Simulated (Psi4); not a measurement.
# HNO2 (nitrous acid): B3LYP/6-311+G(d,p) (ints tolerance 1e-08, sweep point 4)

What is the vertical ionisation energy of HNO2 (nitrous acid) at B3LYP/6-311+G** (ints tolerance 1e-08, sweep point 4)? Input form: a Python script.

The results are computed with Psi4 1.11.

4 further runs of the same task are left out: 4 set aside as unsound or not needed.

### Step 1. Starting point

HNO2: 4 atoms, total charge 0, spin state singlet. As SMILES, `O=NO`. Geometry: relaxed at GFN2-xTB.

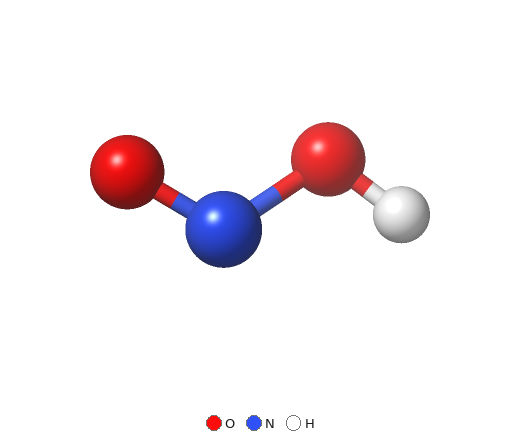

The structure, seen from a chosen angle (oxygen red, nitrogen blue, hydrogen white).

### Step 2. The energy at B3LYP/6-311+G(d,p) (ints tolerance 1e-08, sweep point 4)

File job.py:

```python
import psi4

psi4.set_memory(1600000000)
psi4.set_num_threads(1)
psi4.set_output_file('output.dat', False)

m = psi4.geometry("""
0 1
O      0.80256669     0.08634159     2.78037294
N      0.60340845    -0.77747112     0.73185313
O     -0.67514245     0.78595599    -0.95499199
H     -0.73081378    -0.09482646    -2.55723408
units au
symmetry c1
""")

psi4.set_options({
    'puream': True,
    'scf_type': 'direct',
    'dft_radial_points': 99,
    'dft_spherical_points': 590,
    'ints_tolerance': 1e-08,
    'maxiter': 60,
})

e_tot = psi4.energy('b3lyp/6-311+G**')
print(f'total energy {e_tot:.8f} hartree = {e_tot * 27.211386:.5f} eV')
```

Run with:

```sh
python job.py
```

output.dat:

```text
[...]
  Running in c1 symmetry.
[...]
  Nuclear repulsion =   69.815417200840841
[...]
  Multiplicity = 1
[...]
  Nalpha       = 12
  Nbeta        = 12
[...]
    Number of basis functions: 72
[...]
   @DF-RKS iter   1:  -205.63889860218032   -2.79758e-01   8.76975e-03 DIIS/ADIIS
[...]
   @RKS iter  11:  -205.77019420618851   -2.67795e-09   1.69321e-07 DIIS
[...]
    Orbital Energies [Eh]
    ---------------------
    Doubly Occupied:
       1A    -19.217962     2A    -19.214232     3A    -14.512642
       4A     -1.245312     5A     -1.087673     6A     -0.715448
       7A     -0.587255     8A     -0.526626     9A     -0.523287
      10A     -0.431064    11A     -0.374276    12A     -0.294861
[...]
  @RKS Final Energy:  -205.77019420618851
   => Energetics <=
    Nuclear Repulsion Energy =             69.8154172008408409
    One-Electron Energy =                -419.5685080428330593
    Two-Electron Energy =                 163.6694772637273445
    DFT Exchange-Correlation Energy =     -19.6865806279236359
    Empirical Dispersion Energy =           0.0000000000000000
    VV10 Nonlocal Energy =                  0.0000000000000000
    Total Energy =                       -205.7701942061885063
[...]
 Multipole Moments:
 ------------------------------------------------------------------------------------
     Multipole            Electronic (a.u.)      Nuclear  (a.u.)        Total (a.u.)
 ------------------------------------------------------------------------------------
 L = 1.  Multiply by 2.5417464519 to convert [e a0] to [Debye]
 Dipole X            :          0.3447731           -0.4668098           -0.1220367
 Dipole Y            :         -0.2293407           -0.0751991           -0.3045398
 Dipole Z            :          0.7647513           -1.6570138           -0.8922625
 Magnitude           :                                                    0.9506681
[...]
```

Standard output:

```text
total energy -205.77019421 hartree = -5599.29218 eV
```

Wall time 10 s (1 thread of Intel Xeon Platinum 8259CL at 2.50GHz (Skylake/Cascade Lake), shared host); peak memory 0.64 GiB.

### Step 3. The doublet cation

File job.py:

```python
import psi4

psi4.set_memory('1600 MB')
psi4.set_num_threads(1)
psi4.core.set_output_file('run.log', False)

mol = psi4.geometry("""
1 2
O      0.80256669     0.08634159     2.78037294
N      0.60340845    -0.77747112     0.73185313
O     -0.67514245     0.78595599    -0.95499199
H     -0.73081378    -0.09482646    -2.55723408
units bohr
symmetry c1
""")

options = {'reference': 'uks', 'puream': True, 'scf_type': 'direct', 'dft_radial_points': 99, 'dft_spherical_points': 590, 'ints_tolerance': 1e-08, 'maxiter': 150}
psi4.set_options(options)

e = psi4.energy("b3lyp/6-311+G**")
print(f'total energy {e:.8f} hartree = {e * 27.211386:.5f} eV')
for k, v in sorted(psi4.core.scalar_variables().items()):
    print(f'{k:45s} {v:18.10f}')
```

Run with:

```sh
python job.py
```

run.log:

```text
[...]
  Running in c1 symmetry.
[...]
  Nuclear repulsion =   69.815417200840841
[...]
  Multiplicity = 2
[...]
  Nalpha       = 12
  Nbeta        = 11
[...]
    Number of basis functions: 72
[...]
   @DF-UKS iter   1:  -205.26598624847560    9.31539e-02   7.04800e-03 DIIS/ADIIS
[...]
   @UKS iter  15:  -205.35574501729562   -3.18482e-09   5.58070e-08 DIIS
[...]
   @S^2 Observed:                7.575120722E-01
[...]
    Orbital Energies [Eh]
    ---------------------
    Alpha Occupied:
       1A    -19.638111     2A    -19.578605     3A    -14.900251
       4A     -1.622986     5A     -1.442428     6A     -1.069799
       7A     -0.954361     8A     -0.889880     9A     -0.877038
      10A     -0.789339    11A     -0.710918    12A     -0.685583
    Alpha Virtual:
      13A     -0.457275    14A     -0.256566    15A     -0.209304
      16A     -0.141898    17A     -0.107118    18A     -0.102683
      19A     -0.078933    20A     -0.036762    21A     -0.017476
      22A     -0.017245    23A      0.010140    24A      0.014558
      25A      0.023117    26A      0.075849    27A      0.112615
[...]
  @UKS Final Energy:  -205.35574501729562
   => Energetics <=
    Nuclear Repulsion Energy =             69.8154172008408409
    One-Electron Energy =                -411.0392534745951707
    Two-Electron Energy =                 155.2187228349347379
    DFT Exchange-Correlation Energy =     -19.3506315784760190
    Empirical Dispersion Energy =           0.0000000000000000
    VV10 Nonlocal Energy =                  0.0000000000000000
    Total Energy =                       -205.3557450172956180
[...]
 Multipole Moments:
 ------------------------------------------------------------------------------------
     Multipole            Electronic (a.u.)      Nuclear  (a.u.)        Total (a.u.)
 ------------------------------------------------------------------------------------
 L = 1.  Multiply by 2.5417464519 to convert [e a0] to [Debye]
 Dipole X            :          0.4018061           -0.4668098           -0.0650037
 Dipole Y            :         -0.3573913           -0.0751991           -0.4325904
 Dipole Z            :          0.7460241           -1.6570138           -0.9109897
 Magnitude           :                                                    1.0105751
[...]
```

Standard output:

```text
total energy -205.35574502 hartree = -5588.01444 eV
CURRENT ENERGY                                   -205.3557450173
CURRENT REFERENCE ENERGY                         -205.3557450173
DD SOLVATION ENERGY                                 0.0000000000
DFT FUNCTIONAL TOTAL ENERGY                      -205.3557450173
DFT TOTAL ENERGY                                 -205.3557450173
DFT VV10 ENERGY                                     0.0000000000
DFT XC ENERGY                                     -19.3506315785
GRID ELECTRONS ALPHA                               11.9999999714
GRID ELECTRONS BETA                                10.9999999832
GRID ELECTRONS TOTAL                               22.9999999546
NUCLEAR REPULSION ENERGY                           69.8154172008
ONE-ELECTRON ENERGY                              -411.0392534746
PCM POLARIZATION ENERGY                             0.0000000000
PE ENERGY                                           0.0000000000
SCF ITERATION ENERGY                             -205.3557450173
SCF ITERATIONS                                     15.0000000000
SCF TOTAL ENERGY                                 -205.3557450173
TWO-ELECTRON ENERGY                               155.2187228349
XC GRID RADIAL POINTS                              99.0000000000
XC GRID SPHERICAL POINTS                          590.0000000000
XC GRID TOTAL POINTS                           227946.0000000000
```

Run time: 18 s. Hardware: 1 thread of Intel Xeon Platinum 8259CL at 2.50GHz (Skylake/Cascade Lake), shared host; peak memory 0.64 GiB.

### Step 4. Outcome

At B3LYP/6-311+G** (ints tolerance 1e-08, sweep point 4):

| quantity | value |
| --- | --- |
| singlet HNO2: total energy | -205.77019 Eh |
| singlet HNO2: dipole moment | 2.42 D |
| singlet HNO2: HOMO energy | -8.02 eV |
| singlet HNO2: LUMO energy | -2.78 eV |
| singlet HNO2: HOMO–LUMO gap | 5.25 eV |
| doublet cation: total energy | -205.35575 Eh |
| doublet cation: HOMO energy (highest over α and β) | -18.66 eV |
| doublet cation: LUMO energy (lowest over α and β) | -14.59 eV |
| doublet cation: ⟨S²⟩ | 0.758 |
| vertical ionisation energy (to the doublet cation) | 11.278 eV |

What this shows: The vertical ionisation energy comes to 11.28 eV (260 kcal/mol). The negative HOMO energy of the first species, 8.02 eV, lies 3.25 eV below that difference.
